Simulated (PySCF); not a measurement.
# One shape, several levels: C2ClF3 (SMILES FC(F)=C(F)Cl)

We compute a comparison of 6 runs (HF/3-21G, HF/def2-SVP, HF/6-311G**, SVWN5/3-21G, B3LYP/6-31G*, PBE0/def2-SVP) of C2ClF3. The job is set up through a Python script.

Program for the calculation: PySCF 2.14.0.

## (1) The structure to begin with

C2ClF3 has 6 atoms, charge 0, and is taken as a singlet. As SMILES, `FC(F)=C(F)Cl`. The shape is that of a PBE0-D4/def2-TZVP optimisation.

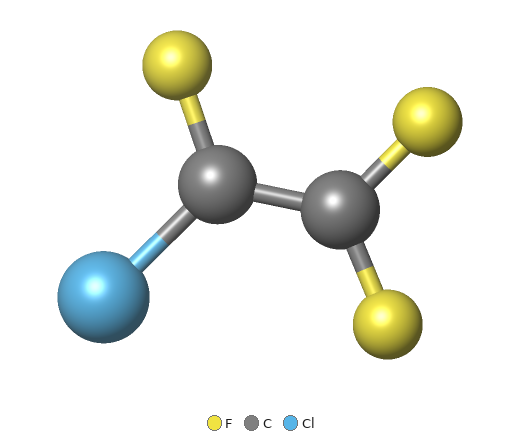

Viewed from a chosen angle; fluorine yellow, carbon grey, chlorine blue.

## (2) Energy and gradient at HF/3-21G (run 1)

The input, run.py:

```python
import pyscf.grad
from pyscf import gto, scf

mol = gto.M(
    atom='''
F        0.754980      -1.638860       0.121480
C       -0.084770      -0.642210       0.238150
F       -1.171340      -0.974840       0.883330
C        0.149100       0.567290      -0.247440
F        1.278540       0.821980      -0.890380
Cl      -0.926530       1.866650      -0.105120
''',
    verbose=4,
    charge=0,
    max_memory=1860,
    basis='3-21g',
    spin=0,
)

mf = scf.RHF(mol)
mf.conv_tol = 1e-10
mf.kernel()
if not mf.converged:
    mf = mf.newton().run(mf.mo_coeff, mf.mo_occ)

energy = mf.e_tot
print('E(%s) = %.9f' % ('HF', energy))
grad = mf.Gradients().kernel()
mf.analyze()
```

On the command line:

```sh
$ OMP_NUM_THREADS=1 python run.py
```

The program printed:

```text
PySCF version 2.14.0

[... 80 lines left out ...]
Two-electron Energy =                  611.885538662278691
[... 7 lines left out ...]
MO #4   energy= -26.2270195028133  occ= 2
[... 5 lines left out ...]
MO #10  energy= -8.01038272687168  occ= 2
[... 5 lines left out ...]
MO #16  energy= -0.888275036444829 occ= 2
[... 5 lines left out ...]
MO #22  energy= -0.704174897198743 occ= 2
[... 5 lines left out ...]
MO #28  energy= -0.392413406921478 occ= 2
[... 5 lines left out ...]
MO #34  energy= 0.613744063999691  occ= 0
[... 5 lines left out ...]
MO #40  energy= 0.924047561302609  occ= 0
[... 5 lines left out ...]
MO #46  energy= 1.82135276408957   occ= 0
[... 5 lines left out ...]
MO #52  energy= 2.41167270961938   occ= 0
[... 5 lines left out ...]
MO #58  energy= 4.3899747579862    occ= 0
[... 28 lines left out ...]
pop of  2 F 3pz           0.00072
pop of  3 C 1s            1.99976
pop of  3 C 2s            0.92866
pop of  3 C 3s            0.00446
pop of  3 C 2px           0.81548
pop of  3 C 2py           0.99394
pop of  3 C 2pz           1.07314
pop of  3 C 3px           0.00959
pop of  3 C 3py           0.01317
pop of  3 C 3pz           0.00561
pop of  4 F 1s            1.99984
pop of  4 F 2s            1.83275
pop of  4 F 3s            0.00283
pop of  4 F 2px           1.62193
pop of  4 F 2py           1.93472
pop of  4 F 2pz           1.84027
pop of  4 F 3px           0.00056
pop of  4 F 3py           0.00189
pop of  4 F 3pz           0.00074
pop of  5 Cl 1s           2.00000
pop of  5 Cl 2s           1.99986
pop of  5 Cl 3s           1.86042
pop of  5 Cl 4s           0.00845
pop of  5 Cl 2px          1.99992
pop of  5 Cl 2py          1.99987
pop of  5 Cl 2pz          1.99996
pop of  5 Cl 3px          1.64994
pop of  5 Cl 3py          1.49825
pop of  5 Cl 3pz          1.95088
pop of  5 Cl 4px          0.00607
pop of  5 Cl 4py          0.00796
pop of  5 Cl 4pz          0.00182
 ** Mulliken atomic charges  **
charge of    0F =     -0.22175
charge of    1C =      0.50879
charge of    2F =     -0.22430
charge of    3C =      0.15620
charge of    4F =     -0.23552
charge of    5Cl =      0.01659
Dipole moment(X, Y, Z, Debye): -0.43471, -0.01365,  0.22181
```

Wall time 1.7 s (1 thread of Arm Neoverse V1, shared host); peak memory 0.13 GiB.

## (3) Energy and forces at HF/def2-SVP (run 2)

The input, run.py:

```python
import pyscf.grad
from pyscf import gto

mol = gto.Mole()
mol.atom = '''
F        0.754980      -1.638860       0.121480
C       -0.084770      -0.642210       0.238150
F       -1.171340      -0.974840       0.883330
C        0.149100       0.567290      -0.247440
F        1.278540       0.821980      -0.890380
Cl      -0.926530       1.866650      -0.105120
'''
mol.basis = 'def2-svp'
mol.max_memory = 1860
mol.spin = 0
mol.verbose = 3
mol.build()

mf = mol.RHF()
mf.conv_tol = 1e-10
mf.kernel()
if not mf.converged:
    mf = mf.newton().run(mf.mo_coeff, mf.mo_occ)

e_tot = mf.e_tot
print('E(%s) = %.9f' % ('HF', e_tot))
grad = mf.Gradients().kernel()
mf.analyze()
```

On the command line:

```sh
$ OMP_NUM_THREADS=1 python run.py
```

The program printed:

```text
converged SCF energy = -833.034359641044
[... 18 lines left out ...]
MO #8   energy= -8.08034949019819  occ= 2
[... 7 lines left out ...]
MO #16  energy= -0.901296125476971 occ= 2
[... 7 lines left out ...]
MO #24  energy= -0.690341692066732 occ= 2
[... 7 lines left out ...]
MO #32  energy= 0.296461245766154  occ= 0
[... 7 lines left out ...]
MO #40  energy= 0.73463130824033   occ= 0
[... 7 lines left out ...]
MO #48  energy= 1.0842389984309    occ= 0
[... 7 lines left out ...]
MO #56  energy= 1.53502420343378   occ= 0
[... 7 lines left out ...]
MO #64  energy= 2.0554608315383    occ= 0
[... 7 lines left out ...]
MO #72  energy= 2.73157348796419   occ= 0
[... 7 lines left out ...]
MO #80  energy= 3.54316952462329   occ= 0
[... 7 lines left out ...]
MO #88  energy= 4.38219894025264   occ= 0
[... 7 lines left out ...]
Dipole moment(X, Y, Z, Debye): -0.53096,  0.26583,  0.18480
```

Run time: 5.1 s. Hardware: 1 thread of Arm Neoverse V1, shared host; peak memory 0.18 GiB.

## (4) Energy and forces at HF/6-311G(d,p) (run 3)

The input, geometry.xyz:

```xyz
6

F      0.754980    -1.638860     0.121480
C     -0.084770    -0.642210     0.238150
F     -1.171340    -0.974840     0.883330
C      0.149100     0.567290    -0.247440
F      1.278540     0.821980    -0.890380
Cl    -0.926530     1.866650    -0.105120
```

The input, job.py:

```python
# FC(F)=C(F)Cl
from pyscf import gto

mol = gto.M(
    atom='geometry.xyz',
    charge=0,
    spin=0,
    verbose=3,
    max_memory=1860,
    basis='6-311g**',
)

myscf = mol.RHF()
myscf.conv_tol = 1e-10
myscf.kernel()
if not myscf.converged:
    myscf = myscf.newton().run(myscf.mo_coeff, myscf.mo_occ)

etot = myscf.e_tot
print(f'total energy: {etot:.8f} hartree')
grad = myscf.nuc_grad_method().kernel()
myscf.analyze()
```

On the command line:

```sh
$ OMP_NUM_THREADS=1 python job.py
```

The program printed:

```text
converged SCF energy = -833.585934500568
[... 16 lines left out ...]
MO #6   energy= -11.4100347191445  occ= 2
[... 9 lines left out ...]
MO #16  energy= -0.90519640925483  occ= 2
[... 9 lines left out ...]
MO #26  energy= -0.540633965021657 occ= 2
[... 9 lines left out ...]
MO #36  energy= 0.464221804676784  occ= 0
[... 9 lines left out ...]
MO #46  energy= 1.00852855215521   occ= 0
[... 9 lines left out ...]
MO #56  energy= 1.30742632841978   occ= 0
[... 9 lines left out ...]
MO #66  energy= 1.94945052426597   occ= 0
[... 9 lines left out ...]
MO #76  energy= 2.75066506880673   occ= 0
[... 9 lines left out ...]
MO #86  energy= 4.18367733640284   occ= 0
[... 9 lines left out ...]
MO #96  energy= 5.20466787196397   occ= 0
[... 9 lines left out ...]
MO #106 energy= 7.31370187196406   occ= 0
[... 9 lines left out ...]
MO #116 energy= 219.078616861726   occ= 0
[... 7 lines left out ...]
Dipole moment(X, Y, Z, Debye): -0.49326,  0.10979,  0.21347
```

Wall time 11 s (1 thread of Arm Neoverse V1, shared host); peak memory 0.29 GiB.

Runs 4 to 5 aren't shown in full; the table further down has their settings and results.

## (5) Energy and forces at PBE0/def2-SVP (run 6)

The input, run.py:

```python
# FC(F)=C(F)Cl
from pyscf import gto, dft

molecule = gto.Mole()
molecule.atom = '''
F      1.426705    -3.096997     0.229564
C     -0.160192    -1.213601     0.450038
F     -2.213512    -1.842181     1.669252
C      0.281758     1.072023    -0.467594
F      2.416090     1.553317    -1.682574
Cl    -1.750888     3.527457    -0.198648
'''
molecule.verbose = 4
molecule.max_memory = 1860
molecule.charge = 0
molecule.basis = 'def2-svp'
molecule.unit = 'bohr'
molecule.build()

calc0 = dft.RKS(molecule)
calc0.xc = 'pbe0'
calc0.grids.level = 5
calc0.conv_tol = 1e-10
calc0.kernel()
if not calc0.converged:
    calc0 = calc0.newton().run(calc0.mo_coeff, calc0.mo_occ)

e_final = calc0.e_tot
print('Final energy', e_final)
grad = calc0.nuc_grad_method().kernel()
calc0.analyze()
```

On the command line:

```sh
$ OMP_NUM_THREADS=1 python run.py
```

The program printed:

```text
PySCF version 2.14.0

[... 94 lines left out ...]
Two-electron Energy =                  611.873501480019399
[... 10 lines left out ...]
MO #7   energy= -9.57060081887989  occ= 2
[... 8 lines left out ...]
MO #16  energy= -0.67473728753509  occ= 2
[... 8 lines left out ...]
MO #25  energy= -0.440418543698642 occ= 2
[... 8 lines left out ...]
MO #34  energy= 0.344803372784699  occ= 0
[... 8 lines left out ...]
MO #43  energy= 0.706319535390515  occ= 0
[... 8 lines left out ...]
MO #52  energy= 1.13276344359703   occ= 0
[... 8 lines left out ...]
MO #61  energy= 1.46602507462106   occ= 0
[... 8 lines left out ...]
MO #70  energy= 2.10421556537573   occ= 0
[... 8 lines left out ...]
MO #79  energy= 3.08783685498442   occ= 0
[... 8 lines left out ...]
MO #88  energy= 3.97758173667459   occ= 0
[... 58 lines left out ...]
pop of  4 F 1s            1.99996
pop of  4 F 2s            1.81558
pop of  4 F 3s            0.00428
pop of  4 F 2px           1.63721
pop of  4 F 2py           1.92238
pop of  4 F 2pz           1.83306
pop of  4 F 3px           0.00159
pop of  4 F 3py           0.00244
pop of  4 F 3pz           0.00136
pop of  4 F 3dxy          0.00096
pop of  4 F 3dyz          0.00035
pop of  4 F 3dz^2         0.00064
pop of  4 F 3dxz          0.00192
pop of  4 F 3dx2-y2       0.00142
pop of  5 Cl 1s           2.00000
pop of  5 Cl 2s           1.99986
pop of  5 Cl 3s           1.84838
pop of  5 Cl 4s           0.00472
pop of  5 Cl 2px          1.99993
pop of  5 Cl 2py          1.99992
pop of  5 Cl 2pz          1.99995
pop of  5 Cl 3px          1.65998
pop of  5 Cl 3py          1.51811
pop of  5 Cl 3pz          1.93147
pop of  5 Cl 4px          0.00342
pop of  5 Cl 4py          0.00400
pop of  5 Cl 4pz          0.00126
pop of  5 Cl 3dxy         0.00717
pop of  5 Cl 3dyz         0.00276
pop of  5 Cl 3dz^2        0.00235
pop of  5 Cl 3dxz         0.00160
pop of  5 Cl 3dx2-y2      0.00309
 ** Mulliken atomic charges  **
charge of    0F =     -0.20828
charge of    1C =      0.46480
charge of    2F =     -0.20890
charge of    3C =      0.16351
charge of    4F =     -0.22314
charge of    5Cl =      0.01201
Dipole moment(X, Y, Z, Debye): -0.38289,  0.12583,  0.15332
```

Run time: 27 s. Hardware: 1 thread of Arm Neoverse V1, shared host; peak memory 0.86 GiB.

## (6) All runs side by side

```csv
run,level,integration grid,energy (Eh),dipole moment (D),HOMO energy (eV),LUMO energy (eV),wall time
1,HF/3-21G,–,-829.235118,0.49,-10.68,4.31,1.7 s
2,HF/def2-SVP,–,-833.034360,0.62,-10.56,4.52,5.1 s
3,HF/6-311G**,–,-833.585935,0.55,-10.59,4.53,11 s
4,SVWN5/3-21G,5,-827.577804,0.38,-5.79,-0.45,8.7 s
5,B3LYP/6-31G* (spherical functions),5,-835.854089,0.31,-6.85,0.47,32 s
6,PBE0/def2-SVP,5,-834.929399,0.43,-7.31,0.47,27 s
```

## (7) Results

```
                       quantity          value
            run 6: total energy  -834.92940 Eh
           run 6: dipole moment         0.43 D
             run 6: HOMO energy       -7.31 eV
             run 6: LUMO energy        0.47 eV
           run 6: HOMO–LUMO gap        7.78 eV
run 6: largest force on an atom     0.778 eV/Å
```

What this shows: The dipole moment (its size) runs from 0.31 D (B3LYP/6-31G*) to 0.62 D (HF/def2-SVP). The two ends differ in method and basis. The HOMO–LUMO gap runs from 5.34 eV (SVWN5/3-21G) to 15.12 eV (HF/6-311G**). Totals of different functionals can't be ranked against each other. All runs together took 86 s, the longest 32 s.
